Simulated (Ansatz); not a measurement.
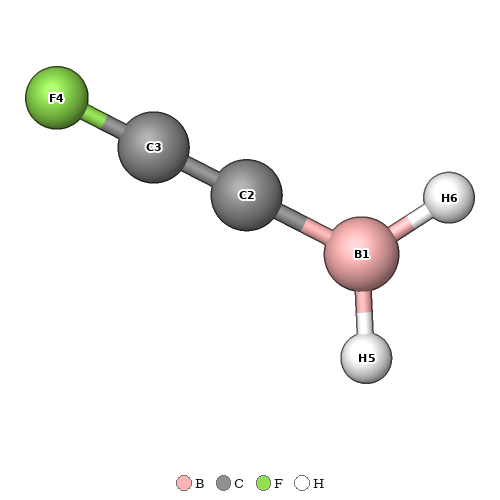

The system is C₂H₂BF (SMILES BC#CF) with the probe Br-; the picture shows it without the atoms that are moved over the map. The probe is moved over the molecule's main plane. First axis: x of the probe's Br atom. Second axis: y of the probe's Br atom. Nothing is relaxed (molecule and probe rigid). The grid has 17 × 13 points; 98 points were computed and 75 follow by symmetry. At 48 points there is no value (left out of the scan, as a rule where atoms come close). Energies are in kJ/mol, from the lowest grid point. Energies and slopes of some neighbouring points disagree (a jump in structure or state, or too coarse a mesh). Method: RKS PBE0-D4/def2-SVPD (Ansatz 0.2.0).

Range: x of the probe's Br atom from −5.68 to 5.68 Å; y of the probe's Br atom from −4.26 to 4.26 Å.

> What will the energy surface look like?

The lowest grid point is at x of the probe's Br atom = −2.13 Å, y of the probe's Br atom = −3.55 Å [nearest 1 F at 3.56 Å]. The same energy is found at x of the probe's Br atom = −2.13 Å, y of the probe's Br atom = 3.55 Å [nearest 1 F at 3.56 Å]. The highest grid point, x of the probe's Br atom = −1.42 Å, y of the probe's Br atom = −1.42 Å [nearest 1 F at 1.51 Å], lies 1616 kJ/mol above the lowest.

| y of the probe's Br atom ↓, x of the probe's Br atom → | −4.97 | −3.55 | −2.13 | −0.71 | 0.71 | 2.13 | 3.55 | 4.97 |
| --- | --- | --- | --- | --- | --- | --- | --- | --- |
| 4.26 | 11 | 8 | 6 | 8 | 11 | 11 | 11 | 14 |
| 3.55 | 8 | 3 | 0 | 4 | 12 | 18 | 11 | 11 |
| 2.84 | 5 | 1 | 9 | 27 | 57 | 116 | 53 | 10 |
| 2.13 | 3 | 22 | 194 | 257 | 355 | 761 | 336 | 15 |
| 1.42 | 1 | 157 | – | – | – | – | – | 32 |
| 0.71 | 2 | 536 | – | – | – | – | – | 47 |
| 0.00 | 3 | 827 | – | – | – | – | – | 52 |
| −0.71 | 2 | 536 | – | – | – | – | – | 47 |
| −1.42 | 1 | 157 | – | – | – | – | – | 32 |
| −2.13 | 3 | 22 | 194 | 257 | 355 | 761 | 336 | 15 |
| −2.84 | 5 | 1 | 9 | 27 | 57 | 116 | 53 | 10 |
| −3.55 | 8 | 3 | 0 | 4 | 12 | 18 | 11 | 11 |
| −4.26 | 11 | 8 | 6 | 8 | 11 | 11 | 11 | 14 |

The table holds every second grid line.

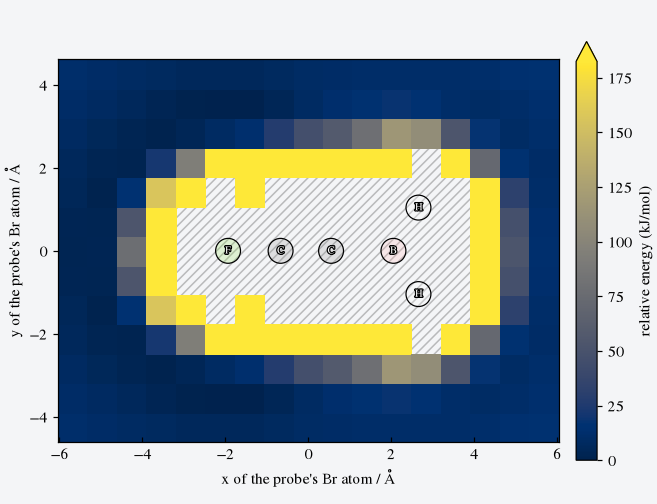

The picture shows one coloured cell a grid point, labelled circles for the molecule's atoms, projected on the plane, one colour for all values above the top of the scale, hatched blanks where no value was computed.

Each point was launched as `ansatz run input.yaml --threads 1 --pin off --max-ram 2560MiB --backend cpu --events-out ev --progress --plain --runs-dir out`. Time for the 98 points that were run: 15 min on 1 thread of Arm Neoverse V2 (shared host).
